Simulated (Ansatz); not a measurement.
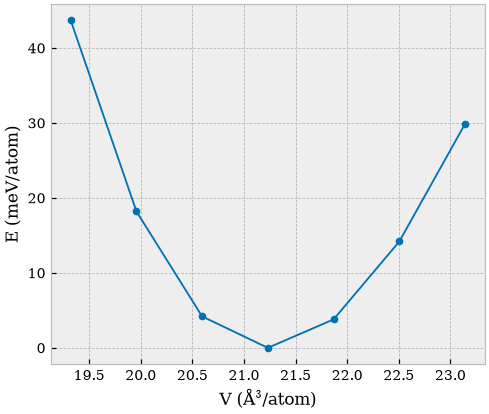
*Cu$_{3}$Sb in space group P6/mmm (No. 191; Sb on 1a, Cu on 1b, Cu on 2c) under volume change, the program Ansatz at the r²SCAN level (PAW), shape and atoms relaxed at each volume.*

Problem. What does a third-order Birch–Murnaghan fit give for V₀, B₀ and B′?

Solution. V₀ = 21.23 Å³/atom, B₀ = 66.4 GPa, B′ = 5.3.

The start of the workflow was typed in or built on a structure type; neither database checked (COD, Materials Project) lists it. Whether it is the stable phase at ambient conditions was not checked. The r²SCAN relaxation kept the symmetry of its start; whether a distortion lowers the energy is not shown. No spin polarisation was allowed. Its formation energy is positive at this level, so the cell may be metastable or incomplete. Spin–orbit coupling is left out wherever it is not named.

Potentials: the later of the program's two PAW sets.
